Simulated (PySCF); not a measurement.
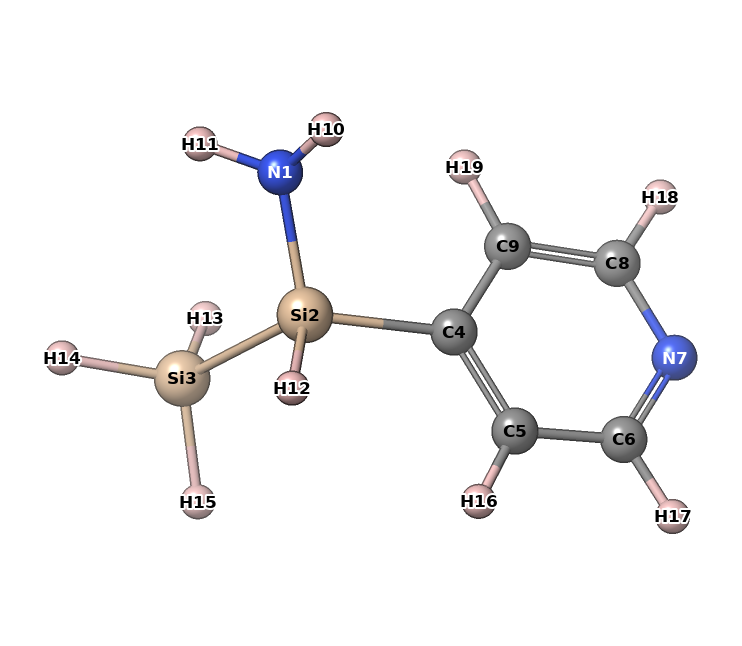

Atoms fade into the background with distance from the viewer. The computed structure is the end point of a PBE0-D3(BJ)/def2-SVP optimisation. No frequency run is at hand to confirm it as a minimum.

Which atoms or bonds are stereogenic?

Centres: Si2.

What are the Cahn–Ingold–Prelog descriptors?

Si2: S (priorities Si3 > N1 > C4 > H12).
